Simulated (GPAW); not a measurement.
# Ballistic transport through an In chain with a Se atom on top of one atom, from relaxation to T(E), part 3 of 3

How well does an In chain with a Se atom on top of one atom conduct once its atoms have relaxed, and how much do cheaper levels lose?

GPAW 26.7.0; GPAW LCAO, PAW setups; relaxation of the junction within the symmetry of its start, lead ends held (the session's first sound run).

So far, transmission at the Fermi level (one spin): step 3 (GPAW, dzp, PBE, GPAW) 0.948; step 4 (basis szp(dzp), PBE, GPAW) 0.954; step 5 (basis sz(dzp), PBE, GPAW) 0.973; step 6 (RPBE) 0.938; step 7 (without the relaxation: geometry = "as built", PBE, GPAW) 1.09.

### Step 10. Mixing 0.02

Mixing changes the road to self-consistency, not its end. The mixing history changes the road to self-consistency, not its end.

This step: GPAW LCAO, PAW setups; Landauer transmission from Green's functions with principal layers (ASE), zero bias (GPAW 26.7.0).

The input, run.py:

```python
import json
import numpy as np
from ase import Atoms
from ase.transport.calculators import TransportCalculator
from gpaw import GPAW, FermiDirac
from gpaw.lcao.tools import get_lcao_hamiltonian
from scipy.linalg import eigh

# The junction with lead layers at both ends, along the third cell vector
device = Atoms(
    ['In', 'In', 'In', 'In', 'In', 'In', 'In', 'Se', 'In', 'In', 'In', 'In', 'In', 'In'],
    positions=[
        [4.50000, 4.50000, 1.47500],
        [4.50000, 4.50000, 4.42500],
        [4.50000, 4.50000, 7.37500],
        [4.50000, 4.50000, 10.32500],
        [4.50000, 4.50000, 13.27500],
        [5.24111, 4.50000, 16.66008],
        [3.47817, 4.50000, 19.17500],
        [6.41265, 4.50000, 19.17500],
        [5.24111, 4.50000, 21.68992],
        [4.50000, 4.50000, 25.07500],
        [4.50000, 4.50000, 28.02500],
        [4.50000, 4.50000, 30.97500],
        [4.50000, 4.50000, 33.92500],
        [4.50000, 4.50000, 36.87500]],
    cell=[[9.0, 0.0, 0.0], [0.0, 9.0, 0.0], [0.0, 0.0, 38.35]],
    pbc=True)

# One principal layer of the lead: the first 3 atoms of the device
lead = Atoms(
    ['In', 'In', 'In'],
    positions=[
        [4.50000, 4.50000, 1.47500],
        [4.50000, 4.50000, 4.42500],
        [4.50000, 4.50000, 7.37500]],
    cell=[[9.0, 0.0, 0.0], [0.0, 9.0, 0.0], [0.0, 0.0, 8.85]],
    pbc=True)

settings = dict(mode='lcao', basis='dzp', xc='PBE', h=0.2,
                occupations=FermiDirac(0.1), maxiter=250,
                mixer=dict(beta=0.02, nmaxold=3, weight=100.0),
                convergence=dict(density=0.0001))
energies = np.arange(-2, 2 + 1e-9, 0.025)
eta = 0.0001
n1, n2 = 1, 1
# k and -k transmit alike, so half of the mesh across the current serves
mesh = [(i, j) for i in range(n1) for j in range(n2) if (i, j) <= (-i % n1, -j % n2)]
weights = np.array([1 if (i, j) == (-i % n1, -j % n2) else 2 for i, j in mesh]) / (n1 * n2)

# [... helper functions left out ...]
fermi_lead = ground_state(lead, (1, 1, 13), 'lead.txt')
fermi_device = ground_state(device, (1, 1, 2), 'device.txt')
# [... loop over the mesh left out, but for ...]
        # Shift the lead onto the potential of the device's first layer
        shift = ((H[:, 0, 0] - H0[:, 0, 0]) / S0[0, 0]).real.mean()
# [...]
kT = 8.617333e-5 * 300
bias = [0.1, 0.2, 0.5, 1.0, 1.5, 2.0]
# [... integrals and printing left out ...]
```

Command:

```sh
$ OMP_NUM_THREADS=1 OPENBLAS_NUM_THREADS=1 python run.py
```

The program printed:

```text
basis functions: device 312, principal layer 69
Fermi level: lead -2.2015 eV, device -2.1192 eV; lead shifted by 0.0024 eV
largest coupling past the next layer 1.88e-06 eV, largest misfit of the first layer 0.047 eV
  E-E_F (eV)   T (one spin)  channels
    -2.000    8.6902e-02    1.0000
    -1.975    2.3825e-02    1.0000
    -1.950    2.0235e-07    0.0000
    -1.925    6.0519e-08    0.0000
    -1.900    3.4861e-08    0.0000
    -1.875    2.6553e-08    0.0000
    -1.850    2.4464e-08    0.0000
    -1.825    2.6731e-08    0.0000
    -1.800    3.5424e-08    0.0000
    -1.775    6.2168e-08    0.0000
    -1.750    1.9609e-07    0.0000
    -1.725    2.0790e-03    0.0000
    -1.700    1.7608e-07    0.0000
    -1.675    3.8931e-08    0.0000
    -1.650    1.6107e-08    0.0000
    -1.625    8.7202e-09    0.0000
[...]
1.825    1.9306e+00    3.0000
     1.850    1.9478e+00    3.0000
     1.875    1.9572e+00    3.0000
     1.900    1.9543e+00    3.0000
     1.925    1.9417e+00    3.0000
     1.950    1.9200e+00    3.0000
     1.975    1.8909e+00    3.0000
     2.000    1.8565e+00    3.0000
conductance at 300 K: 0.94578 G0 a cell; thermopower -0.4738 uV/K
current from the zero-bias T(E) at 0.1 V: 7.3211 uA
current from the zero-bias T(E) at 0.2 V: 14.603 uA
current from the zero-bias T(E) at 0.5 V: 35.346 uA
current from the zero-bias T(E) at 1.0 V: 56.037 uA
current from the zero-bias T(E) at 1.5 V: 70.294 uA
current from the zero-bias T(E) at 2.0 V: 86.848 uA
```

The job ended after 2.2 min (1 thread of Arm Neoverse V1, shared host; peak memory 1.1 GiB).

Numbers from this step:

```yaml
conductance: 0.9458 G₀
largest_misfit_of_the_first_principal_layer: 0.04682 eV
shift_that_aligns_the_lead: 0.002377 eV
transmission_at_the_fermi_level_one_spin: 0.9483
```

One spin. The transmission, zone mean by energy, zero at the Fermi level:

```
energy (eV)  transmission, zone mean
    -2.0000                   0.0869
    -1.7500                   2.0e-7
    -1.5000                   2.2e-9
    -1.2500                  0.00894
    -1.0000                   0.0375
    -0.7500                  0.00856
    -0.5000                   0.0200
    -0.2500                    0.693
    -0.2000                    0.980
     0.0000                    0.948
     0.2500                    0.891
     0.5000                    0.770
     0.7500                    0.691
     1.0000                     1.32
     1.2500                     1.50
     1.5000                     1.49
     1.7500                     1.83
     1.8750                     1.96
     2.0000                     1.86
```

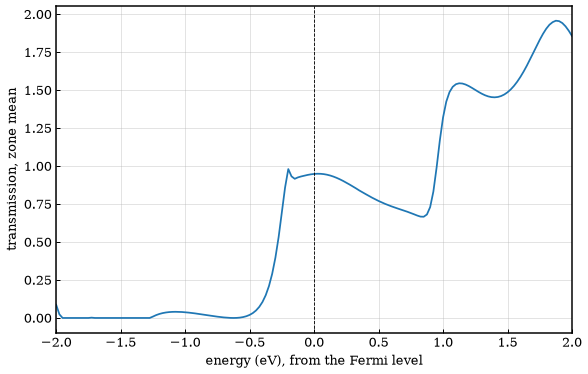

Transmission, zone mean, plotted against energy.

Crossings of the lead's bands, unfolded to its shortest repeat. Table of open channels, zone mean by energy, zero at the Fermi level:

```
energy (eV)  open channels, zone mean
     -2.000                         1
     -1.500                         0
     -1.000                         1
     -0.500                         1
      0.000                         3
      0.500                         3
      1.000                         3
      1.500                         3
      2.000                         3
```

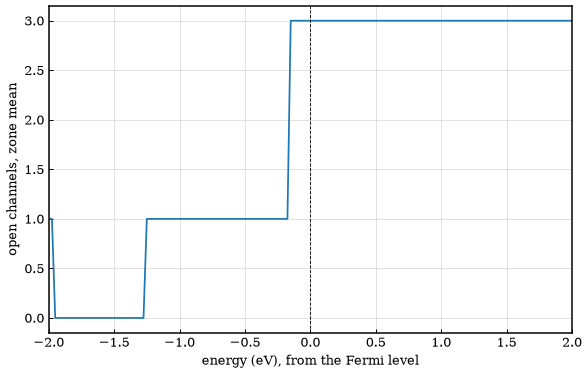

Open channels, zone mean against energy.

Not self-consistent under bias; the bias window is split evenly. Table of current through one cell, from the zero-bias transmission by bias:

```
bias (V)  current through one cell, from the zero-bias transmission (μA)
   0.100                                                            7.32
   0.200                                                            14.6
   0.500                                                            35.3
   1.000                                                            56.0
   1.500                                                            70.3
   2.000                                                            86.8
```

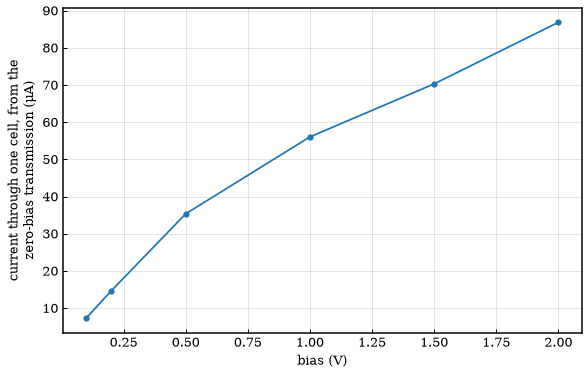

Current through one cell, from the zero-bias transmission, plotted against bias.

The transmission of the three most open eigenchannels by energy, zero at the Fermi level:

```
energy (eV)  channel 1  channel 2  channel 3
    -2.0000     0.0869          0          0
    -1.7500     2.0e-7          0          0
    -1.5000     2.2e-9          0          0
    -1.2500    0.00894          0          0
    -1.0000     0.0375          0          0
    -0.7500    0.00856          0          0
    -0.5000     0.0200          0          0
    -0.2500      0.693    6.7e-12          0
     0.0000      0.904     0.0360    0.00788
     0.2500      0.840     0.0403     0.0108
     0.5000      0.707     0.0465     0.0169
     0.7500      0.610     0.0664     0.0143
     1.0000      0.653      0.556      0.110
     1.2500      0.767      0.530      0.204
     1.5000      0.539      0.539      0.408
     1.7500      0.881      0.504      0.447
     2.0000      0.859      0.527      0.470
```

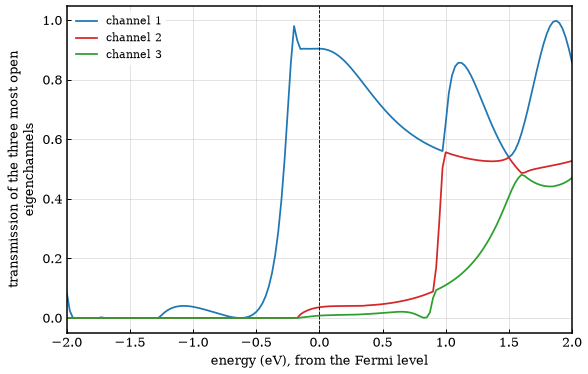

Transmission of the three most open eigenchannels, plotted against energy.

The conductance equals that of the dzp run to 0.2 %.

### Step 11. Summary of results

| Item | Value |
| --- | --- |
| conductance | 0.946 G₀ |
| transmission at the Fermi level, mean of the spins | 0.948 |
| open channels of the lead there | 3 |

In words: In the dzp basis the junction conducts 0.946 G₀ at 300 K, with T = 0.948 a spin at the Fermi level; the sz basis reaches that conductance within 10 %. Relaxation moved atoms by up to 1.0 Å and took the conductance from 1.08 to 0.946 G₀, as a ratio a larger change than the step from dzp to the minimal basis. The scatterer reflects about 68 % of the incoming channels at the Fermi level. At the Fermi level the three most open eigenchannels pass 0.90, 0.036 and 0.0080. Measured against the first run (dzp), the nearest curve is that of dzp-RPBE (r.m.s. 0.013) and the farthest that of asbuilt (0.33). Over the compared runs wall time goes from 34 s (sz) to 74 s (dzp), on a shared host. The leads kept an estimated spacing and the cell its length, so the junction may be under some tension or compression. The geometry comes from the orbital basis, which tends to overbind, and kept the symmetry of the start, so a structure of lower symmetry may lie lower. The run had no spin polarisation, so a magnetic state, which chains and small molecules with open shells often have, wasn't tested. Spin-orbit coupling is left out, which matters for the heavy atoms here. An evenly spaced straight chain is an idealisation: free chains tend to dimerise, zigzag or, where a band edge lies near the Fermi level, turn magnetic. The currents use the zero-bias T(E) throughout, which holds only while the bias is small against the distance to the nearest feature. The thermopower isn't quoted: it samples T(E) farther from the Fermi level than the conductance does, and the energy grid wasn't tested for it.

[Logs are printed without paths, hosts, clocks, repeated set-up lines and the standing remarks that a program may print on its own settings, such as how far it seeks lower states.]

[Hosts, paths, dates, database ids (printed as entryN), source tags and the programs' standing remarks are cut or masked in the printed files.]
